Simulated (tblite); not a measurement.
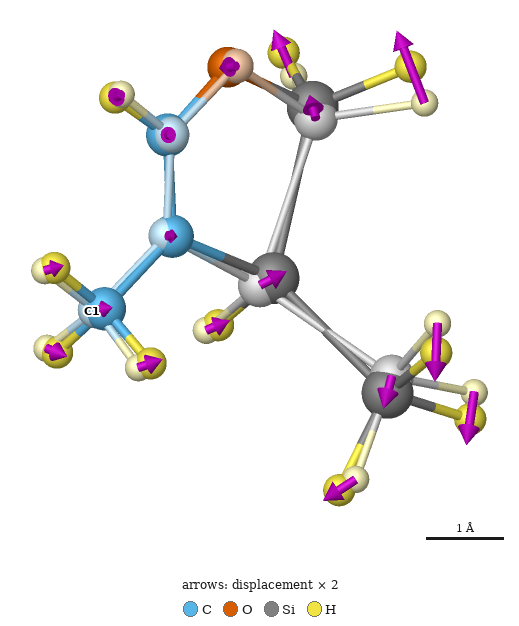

A relaxation of C₃H₁₀OSi₃. The starting structure is drawn faded, the final one solid; purple arrows show the displacements, magnified 2 times. The two geometries are superimposed by the best rigid fit.

The picture is a ball-and-stick view, seen at a tilt.

Computed with tblite, GFN2-xTB geometry optimisation, gas phase. 

> What happened in the run?

The largest move after the best rigid fit is that of an H atom, 0.51 Å. By element the largest moves are H 0.51 Å, Si 0.23 Å, O 0.17 Å, C 0.12 Å. Among the contacts that change: Si–Si 2.270 → 2.316 Å, C–O 1.391 → 1.351 Å, H–Si 1.492 → 1.462 Å, O–Si 1.676 → 1.653 Å. Among the angles between lasting bonds that change: Si–Si–Si 107.2° → 122.8°, Si–Si–H 112.5° → 122.0°, O–Si–H 110.7° → 104.4°. After 79 geometry steps the energy has fallen by 7.57 kcal/mol. Cost: 2.4 s on 1 thread of AMD EPYC, with other jobs on the host.
